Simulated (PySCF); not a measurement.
## Electronic structure of C4H10OSi2 in real space

The calculation's input:

```
{"job": {"kind": "uv", "xc": "PBE0", "basis": "def2-SVPD", "nstates": 8, "ntriplets": 3}, "charge": 0, "multiplicity": 1}
C      2.508593     0.294879    -0.738392
O      1.331995    -0.466717    -0.780582
C      0.273673     0.031574    -0.080540
C     -0.932567    -0.579097    -0.026836
C     -1.303850    -1.853794    -0.705772
Si    -1.977848     0.547210     1.076495
Si     0.091017     1.603613     0.987457
H      3.255722    -0.255582    -1.309610
H      2.861373     0.427450     0.289800
H      2.360743     1.281797    -1.190199
H     -1.687795    -2.572564     0.018772
H     -2.090953    -1.674262    -1.439523
H     -0.443537    -2.285721    -1.213323
H     -3.169257     1.107298     0.422317
H     -2.457587    -0.084364     2.314588
H      1.024977     1.644944     2.123245
H      0.348303     2.845369     0.242192
```

Run with:

```sh
OMP_NUM_THREADS=1 python probes_run.py task.json out
```

Geometry: GFN2-xTB.

Theory: PBE0/def2-SVPD, SCF density, gas phase in PySCF.

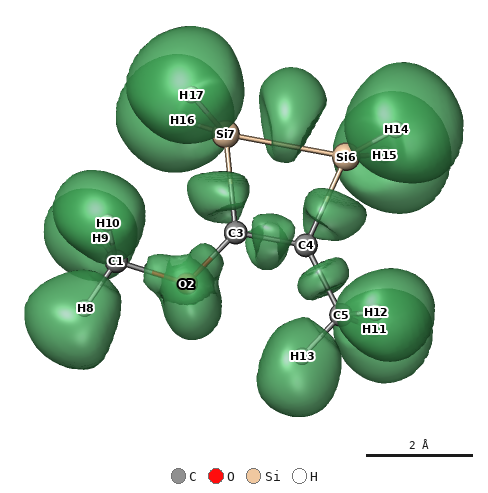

Figure 1. Isosurface of the electron localisation function at 0.75 (green), seen at a tilt. Only the valence region is drawn (cores and ρ < 0.01 e/Å³ removed).

Q: Where are the electrons localised?

A: At this value the surface marks out two regions between bonded C–C atoms (shared pairs), two regions between bonded C–Si atoms (shared pairs), ten regions around hydrogen nuclei, one region on O in which the atom's valence shell and bonds are merged and one region on Si in which the atom's valence shell and bonds are merged.


C–C (1.35 Å): the ELF peaks at about 0.95 between the atoms; a covalent bond. C–O (1.36 Å): the ELF peaks at about 0.90 between the atoms; a polar covalent bond.

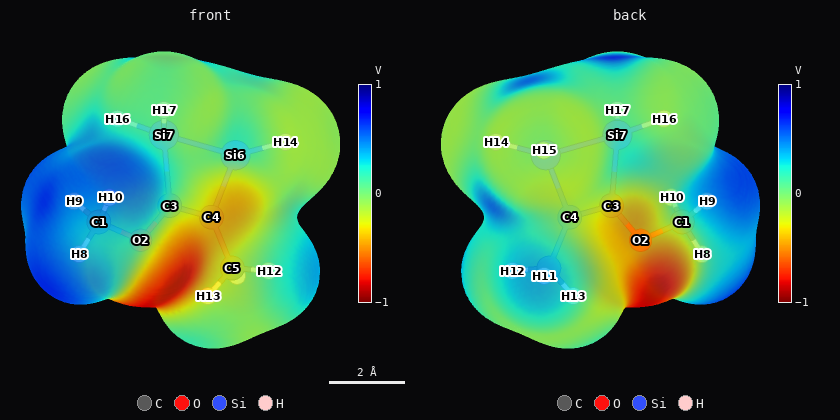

Figure 2. The electrostatic potential painted on the density surface at 0.001 e/bohr³, seen from the front and from behind; red is negative and blue positive.

Q: Describe the electrostatic potential map.

A: The most negative region (about −0.9 V, or −21 kcal/mol for a unit charge) lies over O2, the most positive (about +0.7 V, or +16 kcal/mol for a unit charge) over C1, Si7 and H8.

Q: How polar is the molecule by this calculation?

A: Its dipole moment is 0.95 D.

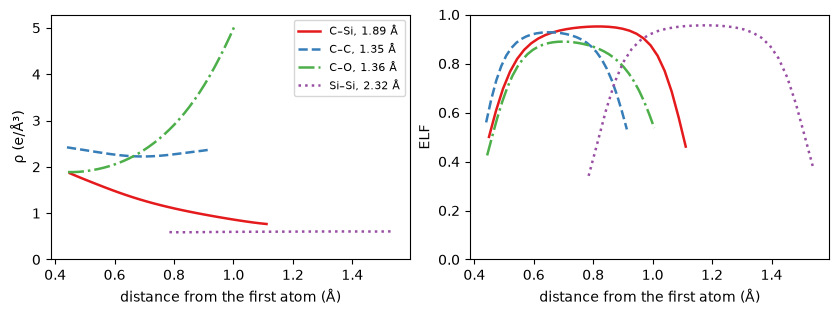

Figure 3. Total electron density and ELF along straight lines between neighbouring atoms. The curves leave out the atomic cores.

Q: What kind of bonding do the profiles show?

A: C–Si (1.89 Å): ρ is about 0.92 e/Å³ halfway; the ELF peaks at about 0.95 between the atoms (a shared electron pair).
C–C (1.35 Å): the density is about 2.2 e/Å³ at the midpoint; the ELF peaks at about 0.95 between the atoms; a covalent bond.
C–O (1.36 Å): ρ is about 2.3 e/Å³ halfway, with its minimum of 1.9 e/Å³ about 0.5 Å from C; the ELF peaks at about 0.90 between the atoms, as expected for a polar covalent bond.
Si–Si (2.32 Å): the density is about 0.6 e/Å³ at the midpoint; the ELF peaks at about 0.95 between the atoms: a shared electron pair.
